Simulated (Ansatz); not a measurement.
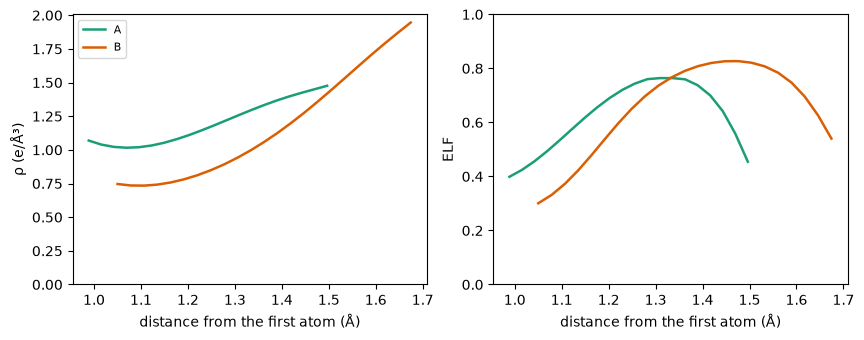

*Cl₃STa (SMILES [S]=[Ta]([Cl])([Cl])[Cl]). Electron density and ELF along straight lines between neighbouring atoms. The curves leave out the atomic cores.*

Geometry: PBE0-D4/def2-TZVP; core potentials replace the inner electrons of Ta.

All numbers below come from RKS PBE0-D4/def2-TZVPP in Ansatz.

```tsv
atom	x (Å)	y (Å)	z (Å)
S	0.2256	-0.1477	2.1158
Ta	0.0101	-0.0148	-0.0069
Cl	1.7052	-1.1770	-0.9717
Cl	-1.9969	-0.9088	-0.5791
Cl	0.1057	2.1748	-0.5995
```

Q: Which curve belongs to which contact (Ta–Cl and Ta–S)? The first atom named is at distance zero.

A: Curve A: Ta–S (2.14 Å): the density is about 1 e/Å³ at the midpoint; the ELF peaks at about 0.75 in the valence shell of S, 0.8 Å from its nucleus, and is about 0.50 at the midpoint. Curve B: Ta–Cl (2.27 Å): ρ at the midpoint is about 0.74 e/Å³; the ELF peaks at about 0.85 in the valence shell of Cl, 0.8 Å from its nucleus, and is about 0.40 at the midpoint.
